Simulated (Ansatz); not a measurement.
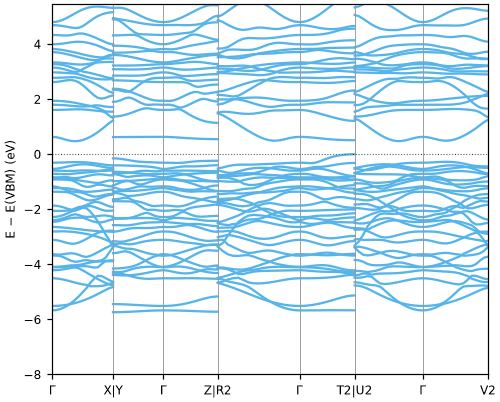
*Band structure from r²SCAN+D4 (plane waves, PAW; program Ansatz)*

The gap is 0.46 eV; an edge lies off the plotted path or next to a special point (maximum at T2, minimum off the standard path).

The material is TaTe4I in space group P-1 (No. 2; Pearson symbol aP12).

The workflow started from a Materials Project entry (that database holds measured and hypothetical structures alike); the Crystallography Open Database copy checked does not list it. Entries of such low symmetry are often ordered models of mixed-site phases. Whether it is the stable phase at ambient conditions was not checked. Symmetry was held in the r²SCAN+D4 relaxation; whether a distortion lowers the energy is not shown. The run is not spin-polarised. Scalar-relativistic: spin–orbit coupling is off unless named, which matters more the heavier the elements.

Potentials: the later of the program's two PAW sets.
